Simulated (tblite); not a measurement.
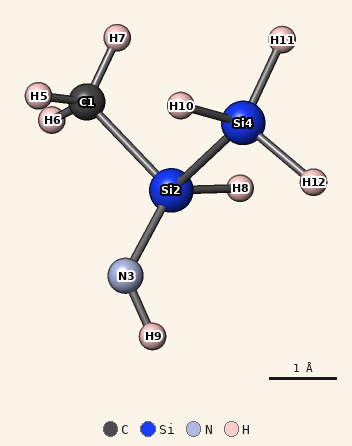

Fig. 1: The structure as given in the input (ball-and-stick view, seen at a tilt; atoms are numbered from 1 in the order of the input). Bond lengths as drawn: C–H 1.08 to 1.09 Å, C–Si 1.90 Å, H–N 1.01 Å, H–Si 1.45 to 1.48 Å, N–Si 1.64 Å and Si–Si 2.41 Å.

**CH₈NSi₂: geometry relaxation (part 1 of 4)**

CH₈NSi₂, multiplicity 2, computed with GFN1-xTB, R-SCC, ddCOSMO solvent (tblite 0.8.0).

The geometry comes from this level: GFN2-xTB.

What the program printed
```
Step[ FC]     Time          Energy          fmax
BFGSLineSearch:    0[  0] 18:18:27     -361.732765       0.8526
BFGSLineSearch:    1[  2] 18:18:27     -361.802080       0.7754
BFGSLineSearch:    2[  4] 18:18:27     -361.842551       1.0233
BFGSLineSearch:    3[  6] 18:18:28     -361.880913       0.7952
BFGSLineSearch:    4[  8] 18:18:28     -361.917696       0.3571
BFGSLineSearch:    5[ 10] 18:18:28     -361.938691       0.6149
BFGSLineSearch:    6[ 12] 18:18:28     -361.947655       0.6863
BFGSLineSearch:    7[ 14] 18:18:28     -361.952287       0.4480
BFGSLineSearch:    8[ 16] 18:18:29     -361.958435       0.2105
BFGSLineSearch:    9[ 17] 18:18:29     -361.962269       0.2636
BFGSLineSearch:   10[ 18] 18:18:29     -361.967016       0.4428
BFGSLineSearch:   11[ 19] 18:18:29     -361.970027       0.1591
BFGSLineSearch:   12[ 21] 18:18:29     -361.971454       0.1632
BFGSLineSearch:   13[ 23] 18:18:29     -361.972710       0.1357
BFGSLineSearch:   14[ 24] 18:18:29     -361.974439       0.1712
BFGSLineSearch:   15[ 25] 18:18:29     -361.975918       0.0870
BFGSLineSearch:   16[ 26] 18:18:29     -361.977816       0.0727
BFGSLineSearch:   17[ 27] 18:18:29     -361.979030       0.0733
BFGSLineSearch:   18[ 28] 18:18:30     -361.981560       0.1704
BFGSLineSearch:   19[ 29] 18:18:30     -361.982695       0.2849
BFGSLineSearch:   20[ 30] 18:18:30     -361.985089       0.1382
BFGSLineSearch:   21[ 31] 18:18:30     -361.987359       0.2592
BFGSLineSearch:   22[ 32] 18:18:30     -361.990299       0.1111
BFGSLineSearch:   23[ 33] 18:18:30     -361.992498       0.2045
BFGSLineSearch:   24[ 36] 18:18:30     -362.000754       0.5234
BFGSLineSearch:   25[ 37] 18:18:30     -362.008329       0.7047
BFGSLineSearch:   26[ 39] 18:18:31     -362.019674       0.8467
BFGSLineSearch:   27[ 40] 18:18:31     -362.057205       1.1709
BFGSLineSearch:   28[ 42] 18:18:31     -362.087994       1.0654
BFGSLineSearch:   29[ 43] 18:18:31     -362.160064       1.1649
BFGSLineSearch:   30[ 44] 18:18:31     -362.233864       0.8559
BFGSLineSearch:   31[ 45] 18:18:31     -362.272654       0.5869
BFGSLineSearch:   32[ 46] 18:18:31     -362.327807       0.4138
BFGSLineSearch:   33[ 47] 18:18:32     -362.355779       0.3820
BFGSLineSearch:   34[ 48] 18:18:32     -362.373047       0.2177
BFGSLineSearch:   35[ 49] 18:18:32     -362.388490       0.3233
BFGSLineSearch:   36[ 50] 18:18:32     -362.401334       0.5477
BFGSLineSearch:   37[ 51] 18:18:32     -362.420115       0.2388
BFGSLineSearch:   38[ 52] 18:18:32     -362.444622       0.4505
BFGSLineSearch:   39[ 54] 18:18:32     -362.467885       0.4636
BFGSLineSearch:   40[ 55] 18:18:32     -362.489926       0.3503
BFGSLineSearch:   41[ 57] 18:18:33     -362.508404       0.2973
BFGSLineSearch:   42[ 58] 18:18:33     -362.537440       0.3799
BFGSLineSearch:   43[ 59] 18:18:33     -362.555698       0.5107
BFGSLineSearch:   44[ 60] 18:18:33     -362.569844       0.1881
BFGSLineSearch:   45[ 61] 18:18:33     -362.578278       0.2602
BFGSLineSearch:   46[ 62] 18:18:33     -362.585860       0.1659
BFGSLineSearch:   47[ 63] 18:18:33     -362.591355       0.1317
BFGSLineSearch:   48[ 65] 18:18:33     -362.593771       0.0932
BFGSLineSearch:   49[ 66] 18:18:33     -362.595546       0.0815
BFGSLineSearch:   50[ 68] 18:18:34     -362.597106       0.1289
BFGSLineSearch:   51[ 69] 18:18:34     -362.598220       0.0839
BFGSLineSearch:   52[ 70] 18:18:34     -362.599258       0.0578
BFGSLineSearch:   53[ 71] 18:18:34     -362.600374       0.0640
BFGSLineSearch:   54[ 73] 18:18:34     -362.602317       0.0917
BFGSLineSearch:   55[ 75] 18:18:34     -362.605700       0.2131
BFGSLineSearch:   56[ 76] 18:18:34     -362.609573       0.2309
BFGSLineSearch:   57[ 77] 18:18:34     -362.620799       0.2293
BFGSLineSearch:   58[ 79] 18:18:34     -362.627504       0.3654
BFGSLineSearch:   59[ 81] 18:18:35     -362.640334       0.4589
BFGSLineSearch:   60[ 82] 18:18:35     -362.652742       0.5215
BFGSLineSearch:   61[ 84] 18:18:35     -362.662706       0.3354
BFGSLineSearch:   62[ 85] 18:18:35     -362.673919       0.3425
BFGSLineSearch:   63[ 86] 18:18:35     -362.683391       0.2571
BFGSLineSearch:   64[ 87] 18:18:35     -362.693573       0.3372
BFGSLineSearch:   65[ 88] 18:18:35     -362.702745       0.2880
BFGSLineSearch:   66[ 89] 18:18:35     -362.709736       0.2606
BFGSLineSearch:   67[ 91] 18:18:36     -362.712750       0.1252
BFGSLineSearch:   68[ 92] 18:18:36     -362.716020       0.0953
BFGSLineSearch:   69[ 93] 18:18:36     -362.718870       0.1197
BFGSLineSearch:   70[ 94] 18:18:36     -362.719804       0.0919
BFGSLineSearch:   71[ 95] 18:18:36     -362.720149       0.0645
BFGSLineSearch:   72[ 96] 18:18:36     -362.720527       0.0682
BFGSLineSearch:   73[ 98] 18:18:36     -362.721346       0.0635
BFGSLineSearch:   74[100] 18:18:36     -362.722434       0.0820
BFGSLineSearch:   75[101] 18:18:36     -362.722863       0.0739
BFGSLineSearch:   76[103] 18:18:37     -362.723773       0.0810
BFGSLineSearch:   77[105] 18:18:37     -362.724811       0.0896
BFGSLineSearch:   78[106] 18:18:37     -362.725437       0.0592
BFGSLineSearch:   79[107] 18:18:37     -362.725851       0.0486
BFGSLineSearch:   80[108] 18:18:37     -362.726198       0.0550
BFGSLineSearch:   81[109] 18:18:37     -362.726433       0.0520
BFGSLineSearch:   82[110] 18:18:37     -362.726562       0.0359
BFGSLineSearch:   83[111] 18:18:37     -362.726656       0.0317
BFGSLineSearch:   84[112] 18:18:37     -362.726741       0.0217
BFGSLineSearch:   85[114] 18:18:37     -362.726905       0.0270
BFGSLineSearch:   86[116] 18:18:37     -362.727306       0.0613
BFGSLineSearch:   87[117] 18:18:37     -362.727459       0.0546
BFGSLineSearch:   88[118] 18:18:38     -362.727635       0.0390
BFGSLineSearch:   89[119] 18:18:38     -362.727769       0.0259
BFGSLineSearch:   90[120] 18:18:38     -362.727858       0.0170
BFGSLineSearch:   91[121] 18:18:38     -362.727896       0.0078
converged: True after 91 steps
Energy: -34997.921809 kJ/mol
Dipole: 3.0659 D
C1 -0.1757
Si2 +0.3270
N3 -0.4503
Si4 +0.2396
H5 +0.0486
H6 +0.0550
H7 +0.0489
H8 -0.0543
H9 +0.2367
H10 -0.1100
H11 -0.0832
H12 -0.0824
Final positions (angstrom):
C     -0.235213    -0.203785     0.365367
Si     1.607908    -0.531735    -0.067659
N      2.384753     0.785039    -0.924922
Si     2.838246    -0.207889    -2.304857
H     -0.869298    -0.035258    -0.510973
H     -0.330684     0.690619     0.994127
H     -0.688092    -1.027418     0.926283
H      2.302957    -0.777084     1.202270
H      2.510310     1.768355    -0.736139
H      3.547547     0.716558    -3.194608
H      1.738988    -0.711183    -3.118786
H      3.812607    -1.258585    -2.036136
largest displacement 1.8394 angstrom
```

Trajectory as extended XYZ (Å, eV, eV/Å), 67 of the 92 frames kept, from step=0 to step=91
```
12
Properties=species:S:1:pos:R:3:forces:R:3 step=0 energy=-361.73276
C     0.0000    0.0000    0.0000    0.2377   0.0297   0.0800
Si    1.8981    0.0000    0.0000   -0.0106  -0.5758  -0.6286
N     2.5045    1.5234    0.0000    0.2847  -0.4501   0.3484
Si    2.3313   -0.6174   -2.2941   -0.0017   0.1247   0.6851
H    -0.3820    0.7897   -0.6366   -0.3066   0.1960  -0.1732
H    -0.3640    0.1817    1.0057   -0.2847   0.0269   0.2532
H    -0.4110   -0.9461   -0.3413   -0.1969  -0.1468  -0.0415
H     2.3444   -1.1840    0.7631    0.0276   0.2920   0.0760
H     3.4353    1.7616    0.2999    0.1474   0.5397  -0.1124
H     1.7472    0.3405   -3.2203    0.0521  -0.0338  -0.1163
H     1.7394   -1.9365   -2.5174    0.0580   0.0283  -0.1449
H     3.7770   -0.7053   -2.4649   -0.0070  -0.0309  -0.2257
12
Properties=species:S:1:pos:R:3:forces:R:3 step=1 energy=-361.80208
C     0.0119    0.0015    0.0040   -0.7080   0.1140  -0.0617
Si    1.8976   -0.0288   -0.0315    0.1949   0.2089  -0.0129
N     2.5187    1.5008    0.0174    0.1176  -0.7300   0.2335
Si    2.3312   -0.6112   -2.2599    0.0398   0.0242  -0.2026
H    -0.3973    0.7996   -0.6453    0.0137  -0.2802   0.2344
H    -0.3783    0.1830    1.0184   -0.0031  -0.0465  -0.2173
H    -0.4209   -0.9534   -0.3434    0.0312   0.2828   0.1225
H     2.3458   -1.1693    0.7669    0.0697   0.0683   0.1466
H     3.4426    1.7886    0.2943    0.0787   0.4278  -0.1057
H     1.7498    0.3388   -3.2262    0.1523  -0.1948   0.1112
H     1.7423   -1.9351   -2.5246    0.1029   0.1426  -0.0813
H     3.7767   -0.7069   -2.4762   -0.0898  -0.0172  -0.1667
12
Properties=species:S:1:pos:R:3:forces:R:3 step=3 energy=-361.88091
C    -0.0272    0.0103    0.0052    0.5144  -0.0691   0.0875
Si    1.8956   -0.0597   -0.0566   -0.2191   0.4809   0.4797
N     2.5741    1.4290    0.0667   -0.4482  -0.6543  -0.0581
Si    2.3372   -0.6065   -2.2535    0.1308  -0.1769  -0.3964
H    -0.4193    0.7899   -0.6370   -0.2417   0.2211  -0.1425
H    -0.3967    0.1811    1.0143   -0.1118   0.0543   0.1347
H    -0.4332   -0.9379   -0.3352   -0.2314  -0.1935  -0.0591
H     2.3543   -1.1471    0.7866    0.0307  -0.1780   0.1850
H     3.4432    1.8594    0.2726    0.4824   0.4925   0.0496
H     1.7683    0.3178   -3.2214    0.0001   0.0664  -0.0760
H     1.7565   -1.9184   -2.5412    0.0216  -0.0324  -0.0832
H     3.7673   -0.7102   -2.5065    0.0722  -0.0112  -0.1213
12
Properties=species:S:1:pos:R:3:forces:R:3 step=4 energy=-361.91770
C    -0.0267    0.0109    0.0090    0.0026   0.0552  -0.0954
Si    1.8799   -0.0671   -0.0479    0.0887   0.1908   0.1984
N     2.5999    1.3880    0.0909    0.3113   0.0881   0.0787
Si    2.3447   -0.6116   -2.2700    0.0655  -0.0814   0.1398
H    -0.4380    0.7931   -0.6380   -0.0439  -0.0092   0.0585
H    -0.4083    0.1820    1.0159   -0.0644   0.0478   0.0958
H    -0.4466   -0.9363   -0.3331   -0.1366  -0.0936  -0.0106
H     2.3593   -1.1427    0.8016   -0.0376  -0.1960   0.1412
H     3.4494    1.9050    0.2615   -0.2603   0.0109  -0.1056
H     1.7776    0.3092   -3.2203   -0.1051   0.2404  -0.2422
H     1.7643   -1.9107   -2.5513   -0.0604  -0.2323  -0.1308
H     3.7646   -0.7120   -2.5243    0.2402  -0.0207  -0.1278
12
Properties=species:S:1:pos:R:3:forces:R:3 step=6 energy=-361.94765
C    -0.0390    0.0103    0.0119   -0.0500   0.1293  -0.1505
Si    1.8803   -0.0635   -0.0243   -0.0503  -0.3372  -0.0144
N     2.6468    1.3508    0.1216    0.4671   0.4941   0.0935
Si    2.3557   -0.6193   -2.2697   -0.0239   0.0277  -0.0956
H    -0.4613    0.7963   -0.6336    0.0881  -0.1325   0.1363
H    -0.4235    0.1868    1.0190   -0.0276   0.0175   0.0575
H    -0.4700   -0.9367   -0.3295   -0.0272   0.0025   0.0327
H     2.3566   -1.1553    0.8293   -0.1308  -0.0244   0.0058
H     3.4423    1.9603    0.2420   -0.3317  -0.1253  -0.0920
H     1.7791    0.3214   -3.2401    0.0752  -0.0668   0.1062
H     1.7666   -1.9271   -2.5761    0.0487   0.0182  -0.0466
H     3.7865   -0.7163   -2.5565   -0.0376  -0.0031  -0.0331
12
Properties=species:S:1:pos:R:3:forces:R:3 step=7 energy=-361.95229
C    -0.0418    0.0137    0.0093    0.0032  -0.1234   0.1325
Si    1.8829   -0.0700   -0.0206    0.0181   0.0008  -0.0708
N     2.6557    1.3496    0.1267    0.3488   0.2478   0.0624
Si    2.3564   -0.6183   -2.2733    0.0426  -0.0760  -0.0142
H    -0.4634    0.7939   -0.6288    0.0060   0.0437  -0.0210
H    -0.4277    0.1889    1.0219    0.0415  -0.0016  -0.0788
H    -0.4764   -0.9373   -0.3275    0.0236   0.0890   0.0477
H     2.3487   -1.1595    0.8354   -0.1081  -0.0449   0.0309
H     3.4434    1.9740    0.2383   -0.3877  -0.2038  -0.0941
H     1.7832    0.3206   -3.2387    0.0346  -0.0094   0.0512
H     1.7692   -1.9305   -2.5838    0.0667   0.0751  -0.0295
H     3.7897   -0.7174   -2.5649   -0.0892   0.0029  -0.0161
12
Properties=species:S:1:pos:R:3:forces:R:3 step=8 energy=-361.95844
C    -0.0408    0.0106    0.0146   -0.0142   0.0642  -0.0369
Si    1.8909   -0.0691   -0.0207   -0.0348   0.0146  -0.0285
N     2.6687    1.3497    0.1318   -0.0963  -0.1872  -0.0030
Si    2.3595   -0.6209   -2.2777    0.0557  -0.0947   0.0960
H    -0.4661    0.7952   -0.6255    0.0862  -0.0644   0.0564
H    -0.4311    0.1916    1.0225    0.0582  -0.0087  -0.0111
H    -0.4837   -0.9349   -0.3230    0.0495   0.0463   0.0424
H     2.3322   -1.1682    0.8448   -0.0825   0.0365  -0.0234
H     3.4354    1.9835    0.2319   -0.0122   0.0843  -0.0397
H     1.7901    0.3193   -3.2340   -0.0197   0.0640  -0.0190
H     1.7763   -1.9305   -2.5950    0.0416   0.0449  -0.0209
H     3.7885   -0.7186   -2.5757   -0.0314   0.0003  -0.0123
12
Properties=species:S:1:pos:R:3:forces:R:3 step=10 energy=-361.96702
C    -0.0379    0.0147    0.0215   -0.0586   0.0407  -0.0265
Si    1.8844   -0.0795   -0.0208   -0.0626  -0.1074  -0.0423
N     2.7009    1.3059    0.1536    0.3053   0.3204   0.0143
Si    2.3707   -0.6281   -2.2730    0.0693  -0.0888  -0.0027
H    -0.4620    0.7952   -0.6157    0.0131   0.0565  -0.0352
H    -0.4253    0.1967    1.0275    0.0509   0.0334   0.0853
H    -0.4904   -0.9248   -0.3062    0.0010  -0.0840  -0.0238
H     2.2849   -1.1715    0.8611    0.0162  -0.0337   0.0222
H     3.4015    2.0299    0.2014   -0.2900  -0.2540  -0.0491
H     1.8049    0.3232   -3.2214   -0.0452   0.0789  -0.0073
H     1.7961   -1.9313   -2.6272    0.0119   0.0283   0.0154
H     3.7923   -0.7227   -2.6068   -0.0112   0.0097   0.0495
12
Properties=species:S:1:pos:R:3:forces:R:3 step=11 energy=-361.97003
C    -0.0413    0.0185    0.0214    0.0382  -0.0875  -0.0380
Si    1.8799   -0.0807   -0.0229   -0.0165  -0.0490  -0.0491
N     2.6934    1.3086    0.1450   -0.0794  -0.0941  -0.0107
Si    2.3733   -0.6288   -2.2723    0.0245  -0.0743  -0.0270
H    -0.4536    0.8014   -0.6196   -0.0582   0.0287  -0.0027
H    -0.4123    0.1994    1.0344   -0.0080   0.0362   0.0178
H    -0.4839   -0.9304   -0.3058   -0.0138   0.0670   0.0210
H     2.2775   -1.1717    0.8582    0.0300  -0.0607   0.0505
H     3.3923    2.0167    0.1998    0.0851   0.1323  -0.0241
H     1.8024    0.3295   -3.2151   -0.0167   0.0382   0.0121
H     1.7971   -1.9326   -2.6275    0.0249   0.0518   0.0116
H     3.7953   -0.7222   -2.6015   -0.0103   0.0114   0.0386
12
Properties=species:S:1:pos:R:3:forces:R:3 step=12 energy=-361.97145
C    -0.0431    0.0167    0.0195    0.0442   0.1027   0.1189
Si    1.8793   -0.0842   -0.0257    0.0164  -0.0521   0.0131
N     2.6987    1.3021    0.1474   -0.0328  -0.0610  -0.0142
Si    2.3760   -0.6317   -2.2740    0.0169  -0.0163  -0.0204
H    -0.4555    0.8041   -0.6192   -0.0382  -0.0261   0.0222
H    -0.4108    0.2028    1.0385    0.0428  -0.0021  -0.1289
H    -0.4857   -0.9286   -0.3034   -0.0780  -0.0344  -0.0171
H     2.2733   -1.1760    0.8638    0.0147  -0.0014  -0.0009
H     3.3871    2.0242    0.1939    0.0101   0.0468  -0.0281
H     1.8034    0.3323   -3.2118   -0.0080   0.0223   0.0209
H     1.8004   -1.9318   -2.6316    0.0074   0.0119  -0.0006
H     3.7971   -0.7223   -2.6034    0.0046   0.0098   0.0352
12
Properties=species:S:1:pos:R:3:forces:R:3 step=14 energy=-361.97444
C    -0.0396    0.0199    0.0210   -0.0525   0.0303   0.0101
Si    1.8818   -0.0985   -0.0263   -0.0325  -0.0005  -0.0333
N     2.7116    1.2804    0.1495    0.1200   0.1118  -0.0089
Si    2.3851   -0.6371   -2.2775   -0.0413   0.0526   0.0118
H    -0.4633    0.8054   -0.6126    0.0216  -0.0054  -0.0076
H    -0.4022    0.2122    1.0371    0.0316   0.0029  -0.0041
H    -0.4991   -0.9214   -0.2954   -0.0311  -0.0193  -0.0004
H     2.2596   -1.1828    0.8740    0.0435  -0.0243   0.0156
H     3.3665    2.0399    0.1740   -0.1124  -0.1259  -0.0284
H     1.8059    0.3427   -3.1993    0.0169  -0.0170   0.0394
H     1.8095   -1.9318   -2.6456   -0.0041  -0.0139  -0.0152
H     3.8043   -0.7212   -2.6048    0.0404   0.0087   0.0209
12
Properties=species:S:1:pos:R:3:forces:R:3 step=15 energy=-361.97592
C    -0.0387    0.0216    0.0203   -0.0864  -0.0031  -0.0095
Si    1.8778   -0.1059   -0.0301    0.0632  -0.0050   0.0431
N     2.7138    1.2706    0.1435    0.0149  -0.0176  -0.0142
Si    2.3869   -0.6375   -2.2774    0.0465   0.0231   0.0003
H    -0.4647    0.8064   -0.6103    0.0210   0.0325  -0.0398
H    -0.3914    0.2189    1.0366   -0.0002   0.0116   0.0654
H    -0.5078   -0.9163   -0.2899   -0.0326  -0.0427  -0.0020
H     2.2571   -1.1888    0.8790    0.0193   0.0331  -0.0351
H     3.3536    2.0390    0.1617   -0.0191  -0.0303  -0.0254
H     1.8068    0.3501   -3.1875    0.0153  -0.0095   0.0114
H     1.8144   -1.9316   -2.6530   -0.0004  -0.0067  -0.0227
H     3.8124   -0.7188   -2.5989   -0.0415   0.0145   0.0285
12
Properties=species:S:1:pos:R:3:forces:R:3 step=17 energy=-361.97903
C    -0.0490    0.0228    0.0209    0.0081  -0.0258   0.0198
Si    1.8729   -0.1261   -0.0294   -0.0602   0.0198  -0.0225
N     2.7275    1.2387    0.1316    0.0563   0.0469  -0.0007
Si    2.3965   -0.6404   -2.2750    0.0560   0.0187   0.0212
H    -0.4639    0.8144   -0.6117    0.0283  -0.0253   0.0136
H    -0.3717    0.2362    1.0463   -0.0449  -0.0017  -0.0179
H    -0.5378   -0.9113   -0.2750   -0.0187   0.0266   0.0268
H     2.2530   -1.1958    0.8861    0.0271  -0.0135   0.0143
H     3.3231    2.0421    0.1250   -0.0137  -0.0468  -0.0230
H     1.8145    0.3653   -3.1612    0.0151   0.0000  -0.0224
H     1.8297   -1.9279   -2.6784    0.0008  -0.0119  -0.0304
H     3.8253   -0.7106   -2.5852   -0.0541   0.0131   0.0210
```
